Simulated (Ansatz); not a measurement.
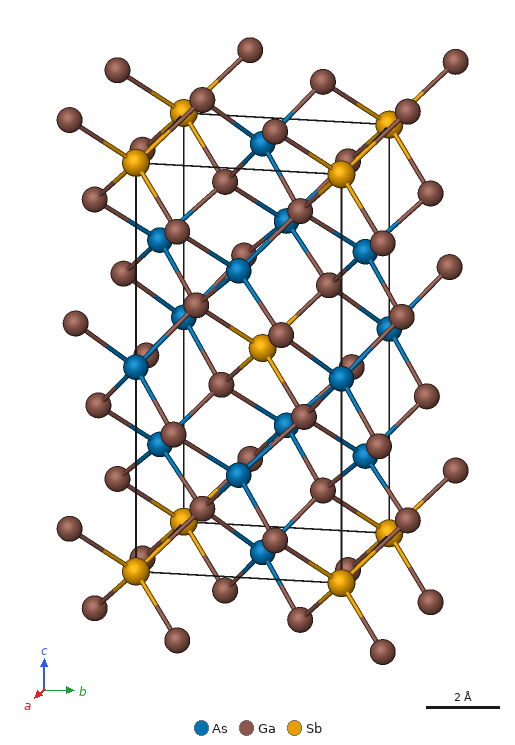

Drawn in the ball-and-stick manner and seen slightly off an axis. The parallelepiped is the conventional unit cell. Every bond is drawn to its end, so some atoms lie outside the box.

Ga₄SbAs₃, space group I-42m (No. 121), a = 5.787 Å, b = 5.787 Å, c = 11.557 Å, α = 90.00°, β = 90.00°, γ = 90.00°. Its origin is a structure type filled with these elements by a generator (whether the compound takes this form wasn't checked). Earlier steps of the study, as a rule a relaxation of our own, may have changed the cell and positions, so they can lie some per cent off the listed ones. It was the input of a calculation with Ansatz.

This one geometry was computed with Ansatz (DFT, plane waves, PAW) at five levels of theory: PBE0, PBE with spin-orbit coupling, r2SCAN, PBE and HSE06. It was relaxed beforehand with r2SCAN.

> Which level gives the highest pressure at this volume, and what does that say about its equilibrium volume?

Highest: PBE with spin-orbit coupling (2.5 GPa) and PBE (2.5 GPa), which points to the largest equilibrium volume. Lowest, with the smallest volume: PBE0 (0.2 GPa), r2SCAN (0.0 GPa) and HSE06 (0.4 GPa). Levels within 0.5 GPa of each other can't be told apart.

> How does the band gap change with the level of theory?

PBE with spin-orbit coupling: a gap of 0.06 eV, direct; PBE: a gap of 0.20 eV, direct; r2SCAN: a gap of 0.64 eV, direct; HSE06: a gap of 1.01 eV, direct; PBE0: a gap of 1.57 eV, direct.

> Collect the results in a table.

| level | cutoff (eV) | k-mesh of the run's cell | gap (eV) | pressure (GPa) |
| --- | --- | --- | --- | --- |
| PBE0 | 420 | 4×4×4 | 1.57 | 0.2 |
| PBE with spin-orbit coupling | 420 | 6×6×6 | 0.06 | 2.5 |
| r2SCAN | 500 | 6×6×6 | 0.64 | 0.0 |
| PBE | 420 | 6×6×6 | 0.20 | 2.5 |
| HSE06 | 420 | 4×4×4 | 1.01 | 0.4 |

Gaps are taken on the k-mesh or band path of each run.
